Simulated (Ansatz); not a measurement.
Geometry relaxation, with input and output: HfN$_{4}$H$_{10}$O (part 2 of 2)

Continued. System: HfN$_{4}$H$_{10}$O. Method: RKS PBE/def2-SVP (Ansatz 0.2.0). The input holds or restrains some coordinates. It belongs to a series of runs on one base structure; here: pulled along the bonds that form and break, towards end A.

Geometry of the input (Å):
```
Hf 0.0000  0.0000  0.0000
N  0.0000  0.0000  2.5600
H  -0.8770  -0.2713  3.0900
H  0.8770  0.2713  3.0900
N  2.0840  0.0000  -0.7359
H  2.5823  -0.9180  -0.9166
H  2.5853  0.9180  -0.9082
N  -1.0409  1.8034  -0.7359
H  -2.0610  1.7482  -1.0186
H  -0.5204  2.7241  -0.8065
N  -1.0409  -1.8034  -0.7359
H  -1.5759  -2.4197  -0.0595
H  -1.0055  -2.0526  -1.7656
O  -2.2491  0.0072  0.7473
H  -2.7960  -0.6214  0.1765
H  -1.4112  0.0045  1.9994
```

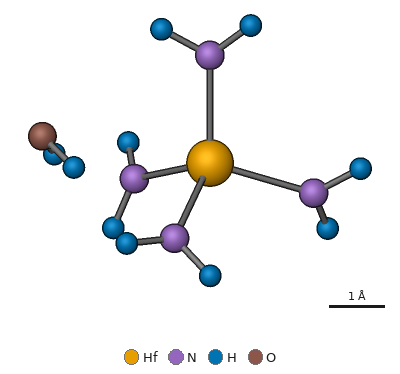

Fig. 1: The geometry at step 10 of the log (ball-and-stick view, seen at a tilt).

**Trajectory as extended XYZ, continued**
```
16
Properties=species:S:1:pos:R:3:forces:R:3 step=4 energy=-9463.64765
Hf    0.2461   -0.0043    0.0883   -4.7190   0.1198   0.4811
N     0.1839   -0.0391    2.3786   -2.2683  -0.5811  -0.3196
H    -0.7406   -0.2429    3.0169    2.5989   0.5636  -1.8087
H     0.8709    0.2715    3.0852   -0.0052  -0.0788  -0.3040
N     2.0842    0.0047   -0.7210    0.1924   0.0912   0.2217
H     2.5894   -0.8766   -0.9203    0.1854   0.6100  -0.0929
H     2.5962    0.8796   -0.9164    0.2688  -0.5474  -0.1879
N    -0.9608    1.7382   -0.7203    1.2923  -1.2601   0.3613
H    -1.9853    1.7497   -0.9868    1.3549  -0.0326   0.5592
H    -0.5497    2.6934   -0.8125   -0.4478  -0.5521  -0.0347
N    -0.9862   -1.7404   -0.7100    0.9073   1.1735   0.6975
H    -1.5412   -2.3935   -0.1021    0.6240   0.4210  -0.6994
H    -1.0044   -2.0505   -1.7118    0.0210   0.1348   0.9417
O    -2.6399    0.0337    1.0577   -0.7507  -0.4570  -0.9554
H    -2.7300   -0.6166    0.2510    1.3749   1.0634   2.3136
H    -1.8819   -0.0165    1.7041   -0.6288  -0.6681  -1.1735
16
Properties=species:S:1:pos:R:3:forces:R:3 step=5 energy=-9464.67643
Hf    0.2017   -0.0017    0.0843   -2.5593   0.0872   0.2967
N     0.1838   -0.0405    2.2993   -1.5043  -0.3151   0.4037
H    -0.6880   -0.2318    2.9508    1.7012   0.3669  -1.5936
H     0.8685    0.2568    3.0281   -0.0447  -0.1419  -0.7356
N     2.0805    0.0102   -0.6989   -0.2972   0.0510   0.3400
H     2.5884   -0.8575   -0.9207    0.1811   0.3424  -0.0715
H     2.6009    0.8663   -0.9245    0.2474  -0.2791  -0.1552
N    -0.8966    1.6890   -0.7118    0.5047  -0.6273   0.1645
H    -1.9213    1.7201   -0.9486    1.0151  -0.1768   0.4032
H    -0.5421    2.6633   -0.8045   -0.1377  -0.5057   0.0885
N    -0.9516   -1.6912   -0.6784    0.3501   0.5822   0.4480
H    -1.5042   -2.3700   -0.1083    0.5107   0.3574  -0.3433
H    -0.9856   -2.0204   -1.6696    0.0965   0.2963   0.6666
O    -2.8134    0.0028    1.1407    0.0545  -1.2371  -1.7463
H    -2.6963   -0.5951    0.2805    0.3360   1.3853   2.3636
H    -1.9741   -0.0102    1.6620   -0.4542  -0.1857  -0.5294
16
Properties=species:S:1:pos:R:3:forces:R:3 step=6 energy=-9465.08640
Hf    0.1752    0.0296    0.0603   -1.5716   0.0535   0.8668
N     0.1597   -0.0634    2.2497   -1.0245  -0.1938   0.1350
H    -0.6954   -0.2649    2.8796    1.2882   0.3212  -1.1532
H     0.8707    0.2062    2.9607   -0.1070  -0.1095  -0.6126
N     2.0694    0.0531   -0.6865   -0.0944  -0.0538   0.2234
H     2.6009   -0.8091   -0.8706    0.1524   0.2833  -0.0635
H     2.5858    0.8968   -0.9635    0.1635  -0.2449  -0.1101
N    -0.8133    1.6939   -0.7519    0.0851  -0.1364   0.0281
H    -1.8230    1.7307   -1.0212    0.7362  -0.0878   0.3130
H    -0.4528    2.6672   -0.7954   -0.1590  -0.4273   0.0541
N    -1.0220   -1.6034   -0.5848    0.0215  -0.1863   0.0977
H    -1.4562   -2.3378    0.0245    0.5010   0.4834  -0.4877
H    -1.1264   -1.9154   -1.5740    0.1117   0.1649   0.5516
O    -2.8677   -0.1485    1.1401    0.5957  -0.8846  -1.3094
H    -2.6445   -0.7054    0.2809    0.0828   1.2216   2.0543
H    -2.0095   -0.0393    1.6327   -0.7816  -0.2034  -0.5876
16
Properties=species:S:1:pos:R:3:forces:R:3 step=7 energy=-9465.29653
Hf    0.1368    0.0182    0.0553   -0.7583   0.0346   1.1164
N     0.1203   -0.0749    2.2350   -0.6826  -0.1035  -0.2809
H    -0.7138   -0.2647    2.8627    0.8645   0.1869  -0.7681
H     0.8578    0.1995    2.9107   -0.0981  -0.0874  -0.4611
N     2.0711    0.0442   -0.6017    0.1365   0.1837  -0.2881
H     2.5679   -0.8144   -0.8887    0.0515   0.2637   0.0797
H     2.5231    0.8659   -1.0490   -0.0862  -0.4676   0.2011
N    -0.7893    1.6827   -0.7711   -0.1934   0.0737   0.0761
H    -1.8185    1.7408   -0.9319    0.6212  -0.0781   0.1361
H    -0.4361    2.6574   -0.7630   -0.1065  -0.3535   0.0107
N    -1.0170   -1.6114   -0.6027   -0.0017  -0.6708   0.1815
H    -1.2919   -2.4433   -0.0190    0.3236   0.7498  -0.4951
H    -1.0420   -1.9325   -1.5928   -0.0259   0.2273   0.4349
O    -2.9131   -0.0914    1.1597    0.8463  -0.6286  -0.9762
H    -2.6490   -0.6455    0.3327   -0.0864   0.8208   1.5089
H    -2.0558    0.0598    1.6443   -0.8046  -0.1510  -0.4761
16
Properties=species:S:1:pos:R:3:forces:R:3 step=8 energy=-9465.41655
Hf    0.1155    0.0189    0.0192   -0.3442   0.0608   1.2115
N     0.0703   -0.0820    2.1850   -0.0340  -0.0037  -0.6290
H    -0.7222   -0.2675    2.8337    0.3732   0.0842  -0.3593
H     0.8608    0.1675    2.8055   -0.1598  -0.0874  -0.2909
N     2.0605    0.0440   -0.6173    0.5283  -0.0014  -0.2932
H     2.6360   -0.7996   -0.8097   -0.2355   0.3948   0.1228
H     2.5578    0.8582   -1.0328   -0.2416  -0.4254   0.2262
N    -0.7782    1.6788   -0.7921   -0.2107   0.2368  -0.0069
H    -1.8042    1.7362   -0.9269    0.3248  -0.0620   0.0666
H    -0.4321    2.6512   -0.7559   -0.0336  -0.2064  -0.0246
N    -1.0056   -1.6128   -0.6176   -0.2069  -0.8554   0.1189
H    -1.2268   -2.4652   -0.0479    0.2878   0.6204  -0.4521
H    -1.1096   -1.8893   -1.6144   -0.0345   0.1885   0.4089
O    -2.9470   -0.0375    1.1478    1.4678  -1.1435  -0.7521
H    -2.5788   -0.7486    0.4824   -0.5881   1.3298   1.2183
H    -2.1457    0.1380    1.7214   -0.8930  -0.1302  -0.5651
16
Properties=species:S:1:pos:R:3:forces:R:3 step=9 energy=-9465.51961
Hf    0.1039    0.0153   -0.0030   -0.2993   0.0680   1.2293
N     0.0490   -0.1103    2.1611    0.0414   0.0204  -0.9053
H    -0.7555   -0.2579    2.7944    0.2922   0.0260  -0.1242
H     0.8566    0.0864    2.7738   -0.1479  -0.0577  -0.1757
N     2.0619    0.0524   -0.5920    0.2439   0.0822  -0.1302
H     2.6385   -0.7803   -0.7780   -0.0324   0.1018   0.0233
H     2.5703    0.8723   -0.9664   -0.1386  -0.2441   0.1447
N    -0.7924    1.6647   -0.8319   -0.2165   0.2419   0.0149
H    -1.8264    1.7379   -0.8643    0.3320  -0.0231   0.0507
H    -0.4176    2.6259   -0.8916   -0.0832  -0.2473  -0.0443
N    -0.9774   -1.6440   -0.6350   -0.0615  -0.7078   0.1234
H    -1.0616   -2.5509   -0.1208    0.1309   0.6190  -0.3717
H    -1.1688   -1.8441   -1.6342   -0.0452   0.1136   0.3358
O    -2.9431    0.0530    1.1756    0.8975  -0.6405  -0.2307
H    -2.6161   -0.7127    0.6097   -0.2967   0.6052   0.4169
H    -2.1705    0.1824    1.7831   -0.6166   0.0425  -0.3571
16
Properties=species:S:1:pos:R:3:forces:R:3 step=10 energy=-9465.60697
Hf    0.0796    0.0603   -0.0240   -0.0947  -0.0845   1.4020
N     0.0228   -0.0634    2.1408    0.1827   0.0241  -1.0378
H    -0.7514   -0.0828    2.8230    0.2774   0.0402  -0.0793
H     0.8969   -0.0269    2.6910   -0.2299  -0.0185  -0.1192
N     2.0604    0.0259   -0.5578   -0.0282  -0.0463  -0.0309
H     2.6103   -0.8130   -0.7854   -0.0332   0.0650   0.0060
H     2.6289    0.8455   -0.8131   -0.0347  -0.0544   0.0707
N    -0.8071    1.7018   -0.8644   -0.0131   0.1924   0.0264
H    -1.8261    1.8320   -0.7867    0.0392   0.0208   0.0113
H    -0.3877    2.6212   -1.0676   -0.0908  -0.1624  -0.0672
N    -0.9805   -1.6263   -0.6160    0.0287  -0.0892  -0.1132
H    -0.9221   -2.5563   -0.1775    0.0121   0.1055  -0.0800
H    -1.3338   -1.7458   -1.5787   -0.0273  -0.0046   0.1928
O    -2.9554   -0.0790    1.1693    0.6922   0.0910   0.1817
H    -2.5741   -0.8226    0.6361   -0.0144   0.0783   0.0563
H    -2.2099    0.1198    1.7917   -0.6659  -0.1575  -0.4197
16
Properties=species:S:1:pos:R:3:forces:R:3 step=11 energy=-9465.65812
Hf    0.0781    0.0829   -0.0256   -0.2238  -0.1030   1.4659
N     0.0125   -0.0342    2.1390    0.1526   0.1051  -0.8570
H    -0.7312    0.1143    2.8478    0.4833   0.0446  -0.2577
H     0.9108   -0.0821    2.6542   -0.3574  -0.0306  -0.1065
N     2.0621    0.0047   -0.5448   -0.0012  -0.0023  -0.0628
H     2.5882   -0.8348   -0.8224   -0.0396   0.0938   0.0060
H     2.6674    0.8219   -0.7150   -0.0642  -0.1100   0.0784
N    -0.8095    1.7209   -0.8681    0.0655   0.2756  -0.0067
H    -1.8153    1.8890   -0.7178    0.0673   0.0265  -0.0111
H    -0.3760    2.6054   -1.1797   -0.1721  -0.2521  -0.0176
N    -0.9783   -1.6080   -0.6153   -0.0038  -0.0081  -0.2521
H    -0.8622   -2.5478   -0.2152   -0.0338   0.0372  -0.0543
H    -1.4104   -1.6961   -1.5507    0.0648  -0.0463   0.2553
O    -2.9562   -0.1348    1.1517    0.7456   0.1994   0.4354
H    -2.5919   -0.8761    0.6095    0.0753  -0.0225  -0.0419
H    -2.2375   -0.0349    1.8328   -0.7586  -0.2073  -0.5733
16
Properties=species:S:1:pos:R:3:forces:R:3 step=12 energy=-9465.71363
Hf    0.0760    0.0933   -0.0164   -0.3597  -0.0336   1.4204
N     0.0060   -0.0217    2.1471   -0.1614   0.3303  -0.4464
H    -0.6882    0.3035    2.8695    0.8217  -0.1794  -0.6847
H     0.9067   -0.1713    2.6412   -0.4177  -0.0009  -0.0767
N     2.0531   -0.0017   -0.5509    0.1427   0.0971  -0.0492
H     2.5752   -0.8360   -0.8508   -0.0504   0.1087  -0.0161
H     2.6873    0.8118   -0.6335   -0.1622  -0.2298   0.0759
N    -0.8133    1.7339   -0.8519    0.1696   0.3611  -0.1173
H    -1.8115    1.9233   -0.6794    0.0716   0.0177  -0.0066
H    -0.3860    2.5795   -1.2727   -0.2333  -0.3724   0.1019
N    -0.9661   -1.5998   -0.6276   -0.0107   0.0386  -0.2041
H    -0.8519   -2.5402   -0.2319   -0.0421  -0.0114  -0.0083
H    -1.4373   -1.6830   -1.5417    0.0802  -0.0382   0.1597
O    -2.9542   -0.1638    1.1540    1.0072   0.0172   0.5486
H    -2.5963   -0.8717    0.5574    0.0129   0.0771   0.0955
H    -2.2489   -0.1657    1.8679   -0.8685  -0.1820  -0.7925
16
Properties=species:S:1:pos:R:3:forces:R:3 step=13 energy=-9465.81416
Hf    0.0605    0.1243   -0.0125   -0.2719  -0.1192   1.4837
N    -0.0060    0.0384    2.1520    0.0269   0.1561  -0.7609
H    -0.6401    0.4948    2.8365    0.3962  -0.0807  -0.3336
H     0.8346   -0.2655    2.6754   -0.3048   0.0647  -0.1184
N     2.0363   -0.0192   -0.5371    0.0871   0.0361  -0.1214
H     2.5162   -0.8332   -0.9444   -0.0567   0.1150   0.0191
H     2.7074    0.7651   -0.5200   -0.1093  -0.1516   0.0648
N    -0.7986    1.7717   -0.8617    0.0773   0.2302  -0.0910
H    -1.7877    1.9888   -0.6723    0.0461   0.0158  -0.0169
H    -0.3805    2.5675   -1.3678   -0.1411  -0.2098   0.0744
N    -0.9564   -1.5769   -0.6426    0.0251  -0.0089  -0.1520
H    -0.8530   -2.5169   -0.2408   -0.0334   0.0213  -0.0118
H    -1.4373   -1.6646   -1.5492    0.0502  -0.0240   0.0980
O    -2.9402   -0.2572    1.2007    0.8324  -0.0196   0.3586
H    -2.5700   -0.9173    0.5591   -0.0371   0.0649   0.0516
H    -2.2346   -0.3094    1.9052   -0.5870  -0.0902  -0.5440
16
Properties=species:S:1:pos:R:3:forces:R:3 step=14 energy=-9465.87139
Hf    0.0588    0.1301    0.0168   -0.3977  -0.1290   1.2559
N    -0.0197    0.0751    2.1846    0.0174   0.1349  -0.9615
H    -0.5606    0.6781    2.8287    0.2470  -0.1431  -0.2064
H     0.7727   -0.3190    2.7164   -0.1949   0.0745  -0.0270
N     2.0157   -0.0204   -0.5644    0.1085   0.0589  -0.0102
H     2.4779   -0.8079   -1.0358   -0.0438   0.0940  -0.0044
H     2.7185    0.7212   -0.4192   -0.0962  -0.1408   0.0243
N    -0.7844    1.7778   -0.8495    0.0350   0.1272  -0.0268
H    -1.7727    2.0058   -0.6700    0.0344  -0.0037   0.0088
H    -0.3779    2.5349   -1.4146   -0.0556  -0.1206   0.0361
N    -0.9401   -1.5653   -0.6616    0.0712   0.0027  -0.0248
H    -0.8672   -2.5052   -0.2514   -0.0245   0.0266  -0.0225
H    -1.4355   -1.6469   -1.5591    0.0456  -0.0048   0.0410
O    -2.9349   -0.3166    1.2250    0.6933  -0.0184   0.2520
H    -2.5890   -0.9327    0.5316   -0.0158   0.0305   0.0650
H    -2.2108   -0.4186    1.9028   -0.4240   0.0111  -0.3995
16
Properties=species:S:1:pos:R:3:forces:R:3 step=15 energy=-9465.89764
Hf    0.0472    0.1273    0.0004   -0.2624  -0.1242   1.5986
N    -0.0250    0.0869    2.1694   -0.0137   0.1171  -1.0880
H    -0.4701    0.7976    2.7681    0.0578  -0.0676  -0.0767
H     0.6833   -0.3898    2.7439   -0.0353   0.0198  -0.0548
N     2.0099   -0.0070   -0.5582    0.1238   0.0136  -0.1210
H     2.4416   -0.7060   -1.1766   -0.0212   0.1016   0.0723
H     2.7448    0.6421   -0.2374   -0.1076  -0.1252  -0.0454
N    -0.7863    1.7915   -0.8395    0.0194   0.0855  -0.1137
H    -1.7536    2.0575   -0.6088    0.0023  -0.0082  -0.0247
H    -0.4104    2.4748   -1.5080   -0.0334  -0.0407   0.0793
N    -0.9223   -1.5791   -0.6716    0.0041  -0.0430  -0.1184
H    -0.9005   -2.5087   -0.2339    0.0310   0.0145  -0.0316
H    -1.3893   -1.6713   -1.5827   -0.0166  -0.0123   0.0357
O    -2.9279   -0.3346    1.2483    0.5763  -0.0225   0.1968
H    -2.5864   -0.9391    0.5459   -0.0327  -0.0026  -0.0070
H    -2.2042   -0.4518    1.9212   -0.2920   0.0943  -0.3014
16
Properties=species:S:1:pos:R:3:forces:R:3 step=16 energy=-9465.90776
Hf    0.0248    0.1354    0.0321   -0.2744  -0.1537   1.3003
N    -0.0479    0.1251    2.2017    0.0528   0.0454  -1.1497
H    -0.4057    0.8833    2.7962    0.0027  -0.0165  -0.0070
H     0.6279   -0.4084    2.7639   -0.0319  -0.0055   0.0105
N     1.9661   -0.0298   -0.5807    0.1450   0.0749  -0.0003
H     2.3735   -0.6909   -1.2537   -0.0456   0.0781   0.0775
H     2.7230    0.5567   -0.2014   -0.0305  -0.0659  -0.0493
N    -0.7827    1.7962   -0.8413   -0.0029   0.0210  -0.0067
H    -1.7559    2.0688   -0.6480   -0.0038   0.0016  -0.0109
H    -0.3724    2.4806   -1.4847   -0.0149   0.0022  -0.0011
N    -0.8797   -1.5784   -0.6926   -0.0507  -0.0485  -0.0611
H    -0.7792   -2.5257   -0.3066   -0.0052   0.0153  -0.0181
H    -1.3568   -1.6563   -1.5993   -0.0330  -0.0136   0.0347
O    -2.9558   -0.3661    1.2637    0.4891   0.0802   0.1567
H    -2.6007   -0.9940    0.5924    0.0122  -0.0280  -0.0026
H    -2.2279   -0.4062    1.9389   -0.2089   0.0129  -0.2728
```

**Key numbers**

```json
{"quantity": "outcome", "value": "converged under the restraints of the input"}
{"quantity": "total energy", "value": "−9465.9079 eV"}
{"quantity": "mean-field energy", "value": "−9465.9079 eV"}
{"quantity": "largest force (length of the vector) at the end, held atoms and coordinates included", "value": "1.338 eV/Å"}
{"quantity": "hardware", "value": "4 threads of Arm Neoverse V1, 24 GiB of memory available, shared host"}
{"quantity": "wall time", "value": "40 s (CPU time 2.5 min)"}
{"quantity": "peak memory", "value": "0.23 GiB"}
```
